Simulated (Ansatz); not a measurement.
# Fields on a plane of SiO2 (alpha-quartz type, space group P3_121)

```
SiO2
1.0
    4.94935     0.00000     0.00000
   -2.47468     4.28627     0.00000
    0.00000     0.00000     5.44191
Si O
3 6
Direct
  0.47048   0.00000   0.83333
  0.00000   0.47048   0.16667
  0.52952   0.52952   0.50000
  0.41256   0.26669   0.71428
  0.73331   0.14588   0.04761
  0.85412   0.58744   0.38094
  0.14588   0.73331   0.95239
  0.26669   0.41256   0.28572
  0.58744   0.85412   0.61906
```

The slice is a (0001) plane (indices of the conventional cell) through the point (0.267, 0.413, 0.286) (fractional), spanned by u = [110] and v = [1 -1 0] in vectors of this cell: u (4.95 Å) and v (8.57 Å, at 90° to u). It covers one period; positions are fractions (u, v).

Atoms on it: O at (0.00, 0.00); O at (0.50, 0.50). Other atoms lie within 1 Å of the plane.

Level of theory: PBEsol (plane waves to 420 eV, PAW, scalar-relativistic; Ansatz, a quantum-chemistry and plane-wave program). k mesh 8×8×6. Near the nuclei the fields are pseudised (PAW); where an atom keeps semicore shells as valence, they peak there. SiO2 was relaxed with its symmetry unable to fall.

| v \ u | 0.00 | 0.14 | 0.29 | 0.43 | 0.57 | 0.71 | 0.86 |
|---|---|---|---|---|---|---|---|
| 0.88 | 0.018 | 0.017 | 0.017 | 0.012 | 0.011 | 0.037 | 0.041 |
| 0.75 | 0.009 | 0.019 | 0.016 | 0.016 | 0.016 | 0.004 | 0.019 |
| 0.62 | 0.002 | 0.007 | 0.008 | 0.007 | 0.014 | 0.012 | 0.001 |
| 0.50 | 0.012 | 0.009 | 0.004 | 0.090 | 0.159 | 0.008 | 0.022 |
| 0.38 | 0.010 | 0.019 | 0.051 | 0.024 | 0.017 | 0.018 | 0.015 |
| 0.25 | 0.016 | 0.012 | 0.004 | 0.009 | 0.017 | 0.017 | 0.015 |
| 0.12 | 0.009 | 0.017 | 0.003 | 0.001 | 0.005 | 0.007 | 0.007 |
| 0.00 | 0.237 | 0.013 | 0.021 | 0.016 | 0.009 | 0.009 | 0.007 |

Values: density of the lowest conduction band (whole band as if filled, smooth part) in e/Å³. 

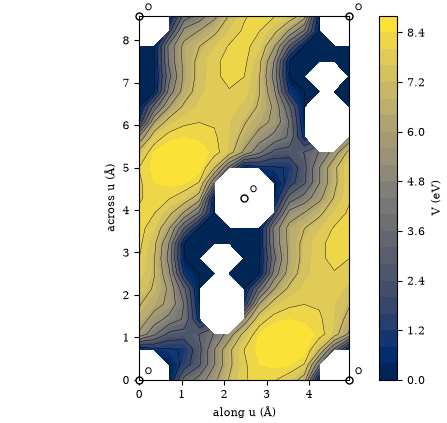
Figure: Electrostatic potential energy of an electron, from the cell's mean, in eV, one period of the plane, atoms marked. Points within 0.7 Å of a nucleus are left white, as the pseudised field means little there. Values under 0 eV are set to 0. The zero, the cell's mean, hangs on the PAW cores.
